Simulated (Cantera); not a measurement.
Charge: 1 mol NiS, 0.75 mol H₂, held at 34.0 Pa.

Method: chemical equilibrium by Gibbs-energy minimisation in Cantera with the NASA 1993 tables (ideal gas, pure condensed phases). Candidate condensed phases: Ni, NiS, NiS₂, Ni₃S₂, Ni₃S₄, S; 9 gas species. Gases not in the tables: S₃ to S₇. Rates play no part.

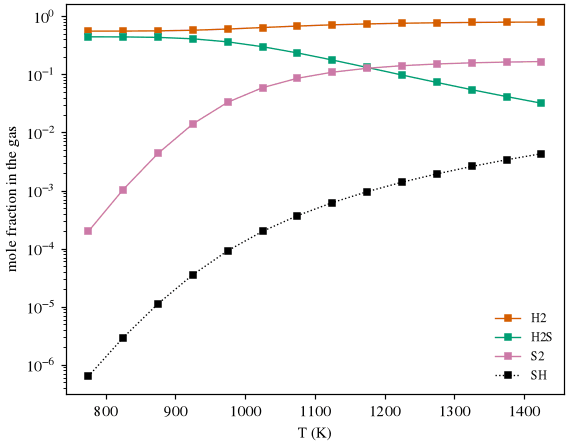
*Equilibrium gas composition (values under 1e-9 drawn at 1e-9)*

**Question.** Read off the mole fractions at 925 K.

**Answer.** H₂ about 0.58, H₂S about 0.41, S₂ about 0.014, SH about 3.6e-5.
